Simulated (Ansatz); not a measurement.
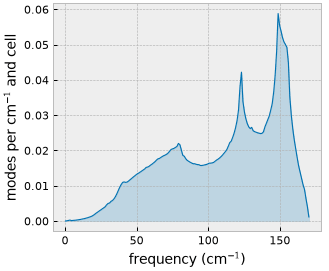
Figure: Phonon density of states of Ca (bcc (W type), Im-3m), 1 atoms a cell, plane-wave PAW PBEsol (Ansatz code)

Q: Estimate the mean frequency and the zero-point energy.

A: The mean is about 110 cm⁻¹, and (3/2)ħ⟨ω⟩ gives 20.7 meV/atom.

Q: What share of the Dulong–Petit heat capacity is reached at 100 K and at 300 K?

A: 80 % and 97 %.

This is a known high-temperature phase of the composition, computed here at zero pressure and temperature. The PBEsol relaxation kept the symmetry of its start; its stability against distortions is not shown here. As this level gives no gap, phonon frequencies hold no LO–TO term and depend on the k-mesh and smearing (Fermi–Dirac, 0.1 eV here).

Potentials: the earlier of the program's two PAW sets. The files were generated under PBE; for other functionals the program regenerates the frozen cores, and for LDA and PBEsol the local potential too.
